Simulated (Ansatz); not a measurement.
Convergence study of shifted k-point meshes for Cl (Cm, 4 atoms in the cell)

```xyz
4
Lattice="2.2467 -3.1294 0.0000 2.2467 3.1294 0.0000 0.0000 0.0000 8.2848" Properties=species:S:1:pos:R:3 pbc="T T T"
Cl     3.9407     0.0000     7.4814
Cl     2.7994     0.0000     3.2891
Cl     1.6940     0.0000     4.9957
Cl     0.5527     0.0000     0.8533
```

Method of the run: PBEsol, default PAW files made with PBE (plane waves; Ansatz, an electronic-structure program).

Base settings: basis.ecutwfc = 420 eV; kpoints.mp_grid.grid = 7 7 3; hamiltonian.xc = pbesol; hamiltonian.pseudopotentials = {kind: paw} (the program's default PAW files); scf.occupations.method = fermi_dirac; scf.occupations.width = 0.01 eV.

In this ladder: kpoints.mp_grid.shift = 0.5 0.5 0.5.

Shifted meshes do not hold Γ, so a gap read on them misses any band edge there.

Only quantities that move along the ladder and can be compared are tabulated.

The count of work is k-points × plane waves × bands × iterations; it is no time. Core times come from one kind of shared machine, to one figure; runs under 30 s give none.

The starting cell has typed, rounded lattice constants, without a prior relaxation at this level. Its lattice was rescaled by up to half a per cent. One atom was moved a little off its site on purpose. Ansatz's pressure includes its estimate of the finite-basis (Pulay) stress.

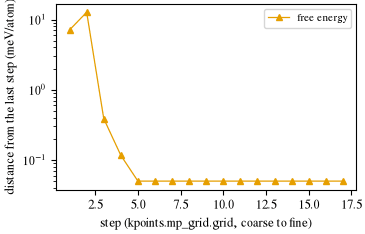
Figure. Distance from the last step along the ladder; very small values are drawn at a floor.

| kpoints.mp_grid.grid | free energy less the last step's (meV/atom) | pressure (GPa) | largest difference of a force vector from the last step's (eV/Å) | gap on the mesh (eV) | count of work / last | core time / last (rough) |
|---|---|---|---|---|---|---|
| 2 2 1 | -7.12 | -0.80 | 0.040 | 2.587 | 0.0021 | – |
| 3 3 1 | 12.70 | -0.55 | 0.083 | 2.536 | 0.0042 | – |
| 3 3 2 | 0.39 | -0.69 | 0.019 | 2.515 | 0.0063 | – |
| 4 4 2 | 0.12 | -0.71 | 0.003 | 2.514 | 0.011 | – |
| 5 5 2 | -0.03 | -0.71 | 0.001 | 2.497 | 0.016 | – |
| 5 5 3 | 0.02 | -0.71 | 0.000 | 2.454 | 0.025 | – |
| 6 6 3 | 0.00 | -0.71 | 0.000 | 2.418 | 0.035 | – |
| 7 7 3 | 0.00 | -0.71 | 0.000 | 2.420 | 0.046 | – |
| 8 8 4 | 0.00 | -0.71 | 0.000 | 2.406 | 0.076 | – |
| 9 9 4 | 0.00 | -0.71 | 0.000 | 2.396 | 0.095 | – |
| 10 10 5 | 0.00 | -0.71 | 0.000 | 2.382 | 0.15 | – |
| 11 11 5 | 0.00 | -0.71 | 0.000 | 2.387 | 0.18 | – |
| 12 12 5 | 0.00 | -0.71 | 0.000 | 2.381 | 0.21 | – |
| 13 13 6 | 0.00 | -0.71 | 0.000 | 2.383 | 0.29 | 0.3 |
| 14 14 7 | 0.00 | -0.71 | 0.000 | 2.378 | 0.39 | 0.4 |
| 16 16 7 | 0.00 | -0.71 | 0.000 | 2.378 | 0.51 | 0.5 |
| 18 18 8 | 0.00 | -0.71 | 0.000 | 2.382 | 0.72 | 0.7 |
| 20 20 9 | 0.00 | -0.71 | 0.000 | 2.376 | 1.0 | 1 |

Coarsest kpoints.mp_grid.grid that holds the free energy within 5 meV/atom of the last step, with all finer ones: 3 3 2, at 0.0063 of the last step's count of work; the step before is off by 13 meV/atom.

Coarsest kpoints.mp_grid.grid that holds the forces within 0.005 eV/Å of the last step, with all finer ones: 4 4 2, at 0.011 of the last step's count of work; the step before is off by 0.019 eV/Å.

The gap on the mesh jumps up and down from mesh to mesh; it is no smooth measure of convergence.

Keys are those of Ansatz 0.2.
